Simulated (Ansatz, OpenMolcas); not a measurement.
# Computed against measured: atomisation enthalpy at 298 K

6 molecules with oxygen; the atomisation enthalpy at 298 K in kJ/mol, computed less measured. Shapes, held fixed at every level: PBE0-D4/def2-TZVP. Flexible molecules stand in one conformer, not always the lowest. Thermal terms are harmonic and unscaled (PBE0-D4/def2-TZVP); the spin-orbit lowering of the free atoms is taken from their spectra. Programs: Ansatz 0.2.0, OpenMolcas 26.06. Measured values: Active Thermochemical Tables, NIST-JANAF tables.

Levels: A = TPSS/def2-TZVPP; B = r2SCAN/def2-TZVPP; C = BCCD(T)/STO-3G; D = CCSD/def2-TZVPP.

```
                    molecule  from tabulated heats    A    B     C     D
          SO2 (SMILES O=S=O)                  1072  -18   +1  -895  -137
    B(OH)O (oxoborinic acid)                  1847  -45   -3  -277  -116
          CHFO (SMILES O=CF)                  1646   +5   +9  -350   -95
            H2O2 (SMILES OO)                  1070  -10   -9  -278   -79
CH3O (hydroxymethyl radical)                  1636  +13  +14  -159   -71
            H3NO (SMILES NO)                  1419   +1  -18  -331   -89
```

Q: Which level does best on this set, which worst, and which err to one side?

A: 
```csv
level,kind,mean error,mean absolute error,worst case
TPSS/def2-TZVPP,meta-GGA,-9.0,15.3,B(OH)O
r2SCAN/def2-TZVPP,meta-GGA,-1.0,9.0,H3NO
BCCD(T)/STO-3G,coupled cluster or CI,-381.7,381.7,SO2
CCSD/def2-TZVPP,coupled cluster or CI,-97.8,97.8,SO2
```

On this set r2SCAN/def2-TZVPP has the smallest mean absolute error and BCCD(T)/STO-3G the largest. BCCD(T)/STO-3G is too low in 6 of 6; CCSD/def2-TZVPP is too low in 6 of 6. Heats of the atoms come from ATcT where it has them, that of boron, 570 kJ/mol, from recent work. The levels differ in basis as well as in method. The tabulated value of B(OH)O is in doubt (older tables, estimates, or at odds with other calculations) and kept here. Over the 5 molecules whose values aren't doubted the mean absolute errors are A 9.4; B 10.2; C 402.6; D 94.2. Correlated wave functions converge slowly with the basis. CCSD also lacks the triples, which bind further. Open shells run unrestricted. The set is small.

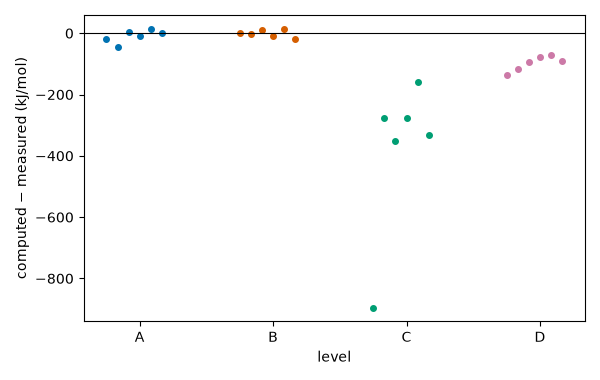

Errors of each level, one point a molecule.
